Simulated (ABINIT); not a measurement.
# GaN (F-43m): G0W0 with ABINIT, start to end

Aim: the G0W0 gap of GaN (F-43m) on LDA, step by step.

Method: LDA and many-body steps on it, plane waves, in ABINIT 10.8.3.

**What was measured.**

- Gap 3.23 eV: absorption onset (direct gap at Gamma) of unexcited film, from imaginary part of dielectric function; spectroscopic ellipsometry (steady-state reference of time-resolved measurement); 300 K; film on 3C-SiC/Si(001) (“Femtosecond pump-probe absorption edge spectroscopy of cubic GaN”, 2022, arxiv:2206.02223).

### Step 1. Set-up

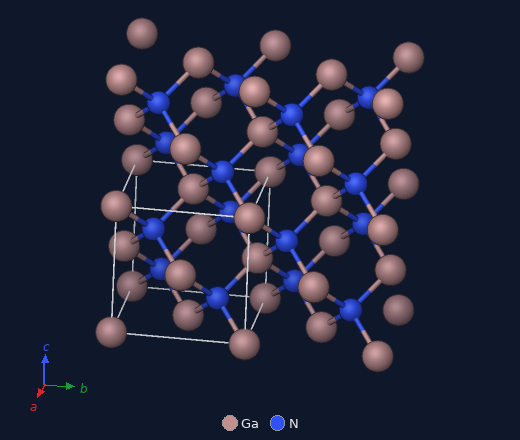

The cell as given, slightly off an axis (gallium pink, nitrogen blue). 1×2×2 cells are drawn. This picture shows the conventional cell, with its axes. Bonds to atoms that aren't drawn are left out. Some periodic images of atoms are drawn too.

The cell and positions are those that the Materials Project relaxed with its own functionals (PBE, PBE+U or r2SCAN), kept fixed. This is not the form that GaN usually takes at ambient conditions.

### Step 2. Ground state

This step: ABINIT 10.8.3; DFT, LDA, plane waves, norm-conserving pseudopotentials.

The ground-state density comes first.

Input file run.abi:

```
acell 3*1.0 Angstrom
rprim 
  0.000000000000 2.253500607500 2.253500607500
  2.253500607500 0.000000000000 2.253500607500
  2.253500607500 2.253500607500 0.000000000000
ntypat 2
znucl 31 7
natom 2
typat 1 2
xred 
  0.000000000000 0.000000000000 0.000000000000
  0.750000000000 0.750000000000 0.750000000000
pp_dirpath "pseudos"
pseudos "Ga.upf, N.upf"
ecut 45
ngkpt 8 8 8
nshiftk 1
shiftk 0 0 0
kptopt 1
chksymbreak 0
nband 18
occopt 1
tolvrs 1e-10
nstep 60
prtwf 0
optforces 0
optstress 0
indata_prefix "in"
outdata_prefix "out"
tmpdata_prefix "tmp"
```

On the command line:

```sh
$ OMP_NUM_THREADS=1 mpirun -n 8 abinit run.abi > log
```

Numbers of over 12 decimals in the logs are rounded to 6 here.

Log:

```text
.Version 10.8.3 of ABINIT. v10.8.2 released Aug 2026.

 Symmetries : space group F-4 3 m (#216); Bravais cF (face-center cubic)
================================================================================
 Values of the parameters that define the memory need of the present run
     intxc =       0    ionmov =       0      iscf =       7    lmnmax =       6
     lnmax =       6     mgfft =      40  mpssoang =       3    mqgrid =    3001
     natom =       2  nloc_mem =       1    nspden =       1   nspinor =       1
    nsppol =       1      nsym =      24    n1xccc =    2501    ntypat =       2
    occopt =       1   xclevel =       1
-    mband =          18        mffmem =           1         mkmem =           4
       mpw =        2245          nfft =       64000          nkpt =          29
================================================================================
  Rough estimation (10% accuracy) of disk space for files :
================================================================================

--------------------------------------------------------------------------------
------------- Echo of variables that govern the present computation ------------
--------------------------------------------------------------------------------
 -outvars: echo values of preprocessed input variables --------
            acell      1.8897261259E+00  1.8897261259E+00  1.8897261259E+00 Bohr

      chksymbreak           0
             ecut      4.50000000E+01 Hartree
-          fftalg         312

              ixc       -1012
              kpt      0.00000000E+00  0.00000000E+00  0.00000000E+00
                       1.25000000E-01  0.00000000E+00  0.00000000E+00
                       2.50000000E-01  0.00000000E+00  0.00000000E+00
                       3.75000000E-01  0.00000000E+00  0.00000000E+00
                       5.00000000E-01  0.00000000E+00  0.00000000E+00
                       1.25000000E-01  1.25000000E-01  0.00000000E+00
                       2.50000000E-01  1.25000000E-01  0.00000000E+00
                       3.75000000E-01  1.25000000E-01  0.00000000E+00
                       5.00000000E-01  1.25000000E-01  0.00000000E+00
   [... 18 further rows ...]
                      -3.75000000E-01  5.00000000E-01  1.25000000E-01
                      -2.50000000E-01  5.00000000E-01  2.50000000E-01
         kptrlatt        8    0    0      0    8    0      0    0    8
          kptrlen      4.81794160E+01
P           mkmem           4
            natom           2
            nband          18
            ngfft          40      40      40
             nkpt          29
            nstep          60
             nsym          24
           ntypat           2
              occ      2.000000  2.000000  2.000000  2.000000  2.000000  2.000000
                       2.000000  2.000000  2.000000  2.000000  2.000000  2.000000
                       2.000000  0.000000  0.000000  0.000000  0.000000  0.000000
        optforces           0
        optstress           0
            prtwf           0
            rprim      0.0000000000E+00  2.2535006075E+00  2.2535006075E+00
[...]
spgroup         216

           tolvrs      1.00000000E-10

             xred      0.0000000000E+00  0.0000000000E+00  0.0000000000E+00
[...]
znucl       31.00000    7.00000

================================================================================

 chkinp: Checking input parameters for consistency.

================================================================================
== DATASET  1 ==================================================================
-   mpi_nproc: 8, omp_nthreads: 1 (-1 if OMP is not activated)

--- !DatasetInfo
iteration_state: {dtset: 1, }
dimensions: {natom: 2, nkpt: 29, mband: 18, nsppol: 1, nspinor: 1, nspden: 1, mpw: 2245, }
cutoff_energies: {ecut:  45.0, pawecutdg:  -1.0, }
electrons: {nelect:   2.60000000E+01, charge:   0.00000000E+00, occopt:   1.00000000E+00, tsmear:   1.00000000E-02, }

 Real(R)+Recip(G) space primitive vectors, cartesian coordinates (Bohr,Bohr^-1):
 R(1)=  0.0000000  4.2584990  4.2584990  G(1)= -0.1174123  0.1174123  0.1174123
 R(2)=  4.2584990  0.0000000  4.2584990  G(2)=  0.1174123 -0.1174123  0.1174123
 R(3)=  4.2584990  4.2584990  0.0000000  G(3)=  0.1174123  0.1174123 -0.1174123
 Unit cell volume ucvol=  1.5445417E+02 bohr^3
 Angles (23,13,12)=  6.00000000E+01  6.00000000E+01  6.00000000E+01 degrees

 getcut: wavevector=  0.0000  0.0000  0.0000  ngfft=  40  40  40
         ecut(hartree)=     45.000   => boxcut(ratio)=   2.19947

--- Pseudopotential description ------------------------------------------------
- Ga Generated using ONCVPSP code by D. R. Hamann
- 31.00000  21.00000  180309                  znucl, zion, pspdat
12 -1012 2 -1 1858                            pspcod,pspxc,lmax,lloc,mmax
     nproj     2     2     2
  pspatm : epsatm=   21.89818218
         --- l  ekb(1:nproj) -->
[...]
pspatm: atomic psp has been read  and splines computed

- N Generated using ONCVPSP code by D. R. Hamann
-  7.00000   5.00000  180309                  znucl, zion, pspdat
12 -1012 1 -1 1058                            pspcod,pspxc,lmax,lloc,mmax
     nproj     2     2     0
  pspatm : epsatm=    5.30777321
         --- l  ekb(1:nproj) -->
[...]
1   -4.361519   -1.032581
 pspatm: atomic psp has been read  and splines computed

   7.07354840E+02                                ecore*ucvol(ha*bohr**3)
--------------------------------------------------------------------------------

_setup2: Arith. and geom. avg. npw (full set) are    2226.443    2226.425

================================================================================

--- !BeginCycle
iteration_state: {dtset: 1, }
solver: {iscf: 7, nstep: 60, nline: 4, wfoptalg: 0, }
tolerances: {tolvrs: 1.00E-10, }

     iter   Etot(hartree)      deltaE(h)  residm     vres2
 ETOT  1  -257.66536319320    -2.577E+02 6.054E-01 9.603E+02
 ETOT  2  -258.19243751436    -5.271E-01 5.756E-02 9.937E+02
 ETOT  3  -258.34874099150    -1.563E-01 2.531E-02 2.330E+00
 ETOT  4  -258.34907247165    -3.315E-04 9.580E-04 9.977E-01
 ETOT  5  -258.34931177879    -2.393E-04 4.818E-04 2.071E-02
 ETOT  6  -258.34931707826    -5.299E-06 1.103E-04 3.604E-04
 ETOT  7  -258.34931717757    -9.931E-08 5.289E-05 2.207E-05
 ETOT  8  -258.34931718122    -3.656E-09 1.188E-05 1.119E-06
 ETOT  9  -258.34931718153    -3.018E-10 9.046E-06 9.733E-08
 ETOT 10  -258.34931718155    -2.700E-11 6.772E-06 6.403E-11

 At SCF step   10       vres2   =  6.40E-11 < tolvrs=  1.00E-10 =>converged.

--- !ResultsGS
iteration_state: {dtset: 1, }
comment   : Summary of ground state results
lattice_vectors:
- [  0.0000000,   4.2584990,   4.2584990, ]
- [  4.2584990,   0.0000000,   4.2584990, ]
- [  4.2584990,   4.2584990,   0.0000000, ]
lattice_lengths: [   6.02243,    6.02243,    6.02243, ]
lattice_angles: [ 60.000,  60.000,  60.000, ] # degrees, (23, 13, 12)
lattice_volume:   1.5445417E+02
convergence: {deltae: -2.700E-11, res2:  6.403E-11, residm:  6.772E-06, diffor:  0.000E+00, }
etotal    :  -2.58349317E+02
entropy   :   0.00000000E+00
fermie    :   2.38182463E-01
cartesian_stress_tensor: null
pressure_GPa: null
xred      :
- [  0.0000E+00,   0.0000E+00,   0.0000E+00, Ga]
- [  7.5000E-01,   7.5000E-01,   7.5000E-01,  N]
cartesian_forces: null
force_length_stats: {min: null, max: null, mean: null, }

 Integrated electronic density in atomic spheres:
 ------------------------------------------------
 Atom  Sphere_radius  Integrated_density
    1        2.00000         18.90382942
    2        2.00000          5.21039049
================================================================================

 ----iterations are completed or convergence reached----

 Mean square residual over all n,k,spin=   15.671E-09; max=  67.724E-07
 reduced coordinates (array xred) for    2 atoms
       0.000000000000      0.000000000000      0.000000000000
       0.750000000000      0.750000000000      0.750000000000
 rms dE/dt=  0.0000E+00; max dE/dt=  0.0000E+00; dE/dt below (all hartree)
    1       0.000000000000      0.000000000000      0.000000000000
    2       0.000000000000      0.000000000000      0.000000000000

 cartesian coordinates (angstrom) at end:
    1      0.000000     0.000000     0.000000
    2      3.380251     3.380251     3.380251
 length scales=  1.889726125908  1.889726125908  1.889726125908 bohr
              =  1.000000000000  1.000000000000  1.000000000000 angstroms
 prteigrs : about to open file out_EIG
 Fermi (or HOMO) energy (hartree) =   0.23818   Average Vxc (hartree)=  -0.44888
 Eigenvalues (hartree) for nkpt=  29  k points:
 kpt#   1, nband= 18, wtk=  0.00195, kpt=  0.0000  0.0000  0.0000 (reduced coord)
  -4.95898   -3.16412   -3.16412   -3.16412   -0.34194   -0.26273   -0.26273   -0.26273
  -0.25143   -0.25143    0.23818    0.23818    0.23818    0.30259    0.61142    0.61142
   0.61142    0.87394
 prteigrs : prtvol=0 or 1, do not print more k-points.

--- !EnergyTerms
iteration_state     : {dtset: 1, }
comment             : Components of total free energy in Hartree
kinetic             :  1.27387718955105E+02
hartree             :  1.00126548014695E+02
xc                  : -2.83268262913925E+01
Ewald energy        : -1.35314831293648E+02
psp_core            :  4.57970699665774E+00
local_psp           : -2.66322597360935E+02
non_local_psp       : -6.04790362020356E+01
total_energy        : -2.58349317181553E+02
total_energy_eV     : -7.03004305621269E+03
band_energy         : -3.12508209507255E+01

== END DATASET(S) ==============================================================
================================================================================

 -outvars: echo values of variables after computation  --------
           etotal     -2.5834931718E+02
            nband          18
             nkpt          29
          spgroup         216
 [... the other variables as echoed above ...]

 Calculation completed.
```

Run time: 7.1 s. Hardware: 8 MPI ranks of Arm Neoverse V2, shared host; peak memory 0.55 GiB; 56 s of CPU time.

Numbers from this step:

```
total energy               : -7030.0431 eV
gap                        : 1.753 eV
k of the valence top       : 0, 0, 0
k of the conduction bottom : 0, 0, 0
least direct gap           : 1.753 eV
```

The gap is direct, at Γ.

(Continued in part 2 of 3.)

[Paths, hosts, dates, memory and timing lines, banners, echoed tables and standing remarks are left out of the program output.]

[Logs are printed without paths, hosts, clocks, repeated set-up lines and the standing remarks that a program may print on its own settings, such as how far it seeks lower states.]

[Runs of the session that timed out or met a known fault of the program may be left out.]

[Hosts, paths, dates, database ids (printed as entryN), source tags and the programs' standing remarks are cut or masked in the printed files.]

[G0W0 gaps are taken among the corrected bands and points alone; a level outside them can change the order at an edge.]

[Where Ansatz stands beside ABINIT at settings called matched, ABINIT's density can come from a denser mesh and the files from another edition; pairs whose starting gaps differed by over 0.03 eV were left out, so agreement reads better than it is.]
